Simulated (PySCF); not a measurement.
# One shape, several levels: SiH3Br (SMILES [SiH3]Br)

Aim: a comparison of 6 runs (B2PLYP/def2-TZVP, B3LYP/def2-TZVP, BHLYP/def2-TZVP, TPSS/def2-TZVP, r2SCAN/def2-TZVP, wB97X/def2-TZVP) of SiH3Br. 

The calculation is run with PySCF 2.14.0.

1 further run of the same task is left out (set aside as unsound or not needed).

## (1) The system as given

The species is SiH3Br (5 atoms), meant as a singlet with charge 0. SMILES: `[SiH3]Br`. The shape is that of a PBE0-D4/def2-TZVP optimisation.

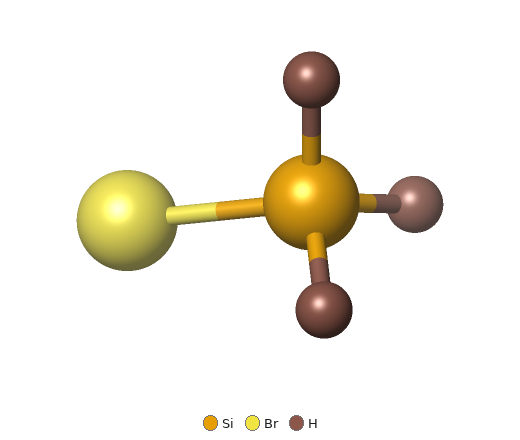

Viewed from a chosen angle; silicon amber, bromine yellow, hydrogen brown.

## (2) The energy at B2PLYP/def2-TZVP (run 1)

job.py

```python
from pyscf import gto, dft, mp

molecule = gto.M(
    atom='''
Si    -0.278583     0.106014    -0.081674
Br     3.501700    -1.332503     1.026594
H     -2.011708    -0.198742     2.093533
H     -1.182118    -1.382051    -2.271961
H     -0.029310     2.807302    -0.766492
''',
    max_memory=1860,
    verbose=3,
    basis='def2-tzvp',
    unit='bohr',
    spin=0,
    charge=0,
)

ks = dft.RKS(molecule)
ks.xc = '0.53*HF + 0.47*B88, 0.73*LYP'
ks.conv_tol = 1e-10
ks.grids.level = 5
ks.kernel()
if not ks.converged:
    ks = ks.newton().run(ks.mo_coeff, ks.mo_occ)

pt = mp.MP2(ks, frozen=14).run()
etot = ks.e_tot + 0.27 * pt.e_corr
print('PT2 part  %.8f' % (0.27 * pt.e_corr))
print(f'total energy: {etot:.8f} hartree')
```

Started as:

```
OMP_NUM_THREADS=1 python job.py
```

The log of the run:

```text
converged SCF energy = -2864.85699188606
E(RMP2) = -2865.33098637867  E_corr = -0.473994492603332
E(SCS-RMP2) = -2865.31991342123  E_corr = -0.462921535166231
PT2 part  -0.12797851
total energy: -2864.98497040 hartree
```

Wall time 13 s (1 thread of Arm Neoverse V2, shared host); peak memory 0.53 GiB.

## (3) A single-point energy at B3LYP/def2-TZVP (run 2)

job.py

```python
from pyscf import gto, dft

mol = gto.M(
    atom='''
Si    -0.278583     0.106014    -0.081674
Br     3.501700    -1.332503     1.026594
H     -2.011708    -0.198742     2.093533
H     -1.182118    -1.382051    -2.271961
H     -0.029310     2.807302    -0.766492
''',
    verbose=3,
    unit='bohr',
    spin=0,
    max_memory=1860,
    basis='def2-tzvp',
)

calc0 = dft.RKS(mol)
calc0.xc = 'b3lyp'
calc0.grids.level = 5
calc0.conv_tol = 1e-10
calc0.kernel()
if not calc0.converged:
    calc0 = calc0.newton().run(calc0.mo_coeff, calc0.mo_occ)

e_tot = calc0.e_tot
print('Final energy', e_tot)
```

Started as:

```
OMP_NUM_THREADS=1 python job.py
```

The log of the run:

```text
converged SCF energy = -2865.54935803692
Final energy -2865.5493580369175
```

It took 13 s on 1 thread of Arm Neoverse V2, shared host; peak memory 0.53 GiB.

Runs 3 to 4 aren't shown in full; the table further down has their settings and results.

## (4) The energy at r2SCAN/def2-TZVP (run 5)

calc.py

```python
# [SiH3]Br
from pyscf import gto, dft

mol = gto.M(
    atom='''
Si    -0.278583     0.106014    -0.081674
Br     3.501700    -1.332503     1.026594
H     -2.011708    -0.198742     2.093533
H     -1.182118    -1.382051    -2.271961
H     -0.029310     2.807302    -0.766492
''',
    basis='def2-tzvp',
    spin=0,
    max_memory=1860,
    verbose=4,
    unit='bohr',
)

mf = dft.RKS(mol)
mf.xc = 'r2scan'
mf.conv_tol = 1e-10
mf.grids.level = 5
mf.kernel()
if not mf.converged:
    mf = mf.newton().run(mf.mo_coeff, mf.mo_occ)

e_final = mf.e_tot
print('Final energy', e_final)
```

Started as:

```
OMP_NUM_THREADS=1 python calc.py
```

The log of the run:

```text
PySCF version 2.14.0

[... 74 lines left out ...]
converged SCF energy = -2865.45080929846
Final energy -2865.4508092984565
```

Run time: 23 s. Hardware: 1 thread of Arm Neoverse V2, shared host; peak memory 0.55 GiB.

## (5) The energy at wB97X/def2-TZVP (run 6)

mol.xyz

```xyz
5

Si    -0.147420     0.056100    -0.043220
Br     1.853020    -0.705130     0.543250
H     -1.064550    -0.105170     1.107850
H     -0.625550    -0.731350    -1.202270
H     -0.015510     1.485560    -0.405610
```

input.py

```python
from pyscf import gto, dft

mol = gto.M(
    atom='mol.xyz',
    basis='def2-tzvp',
    max_memory=1860,
    verbose=3,
)

mf = dft.RKS(mol, xc='wb97x')
mf.conv_tol = 1e-10
mf.grids.level = 5
mf.kernel()
if not mf.converged:
    mf = mf.newton().run(mf.mo_coeff, mf.mo_occ)

etot = mf.e_tot
print('E = %.10f Eh' % etot)
```

Started as:

```
OMP_NUM_THREADS=1 python input.py
```

The log of the run:

```text
converged SCF energy = -2865.52054700196
E = -2865.5205470020 Eh
```

Run time: 23 s. Hardware: 1 thread of Arm Neoverse V2, shared host; peak memory 0.53 GiB.

## (6) The series

```
run             level  frozen core orbitals   energy (Eh)  dipole moment (D)  HOMO energy (eV)  LUMO energy (eV)  wall time
  1  B2PLYP/def2-TZVP                    14  -2864.984970               1.40             -9.54              0.86       13 s
  2   B3LYP/def2-TZVP                     –  -2865.549358               1.29             -8.22             -0.57       13 s
  3   BHLYP/def2-TZVP                     –  -2865.488235               1.40             -9.60              0.56       12 s
  4    TPSS/def2-TZVP                     –  -2865.433675               1.24             -7.35             -0.99       24 s
  5  r2SCAN/def2-TZVP                     –  -2865.450809               1.26             -7.54             -0.83       23 s
  6   wB97X/def2-TZVP                     –  -2865.520547               1.35            -10.83              1.73       23 s
```

## (7) Summary of results

```
            quantity           value
 run 6: total energy  -2865.52055 Eh
run 6: dipole moment          1.35 D
  run 6: HOMO energy       -10.83 eV
  run 6: LUMO energy         1.73 eV
run 6: HOMO–LUMO gap        12.56 eV
```

In words: The dipole moment (its size) runs from 1.24 D (TPSS/def2-TZVP) to 1.40 D (BHLYP/def2-TZVP). The HOMO–LUMO gap runs from 6.36 eV (TPSS/def2-TZVP) to 12.56 eV (wB97X/def2-TZVP). Totals of different functionals can't be ranked against each other. All runs together took 1.8 min, the longest 24 s.
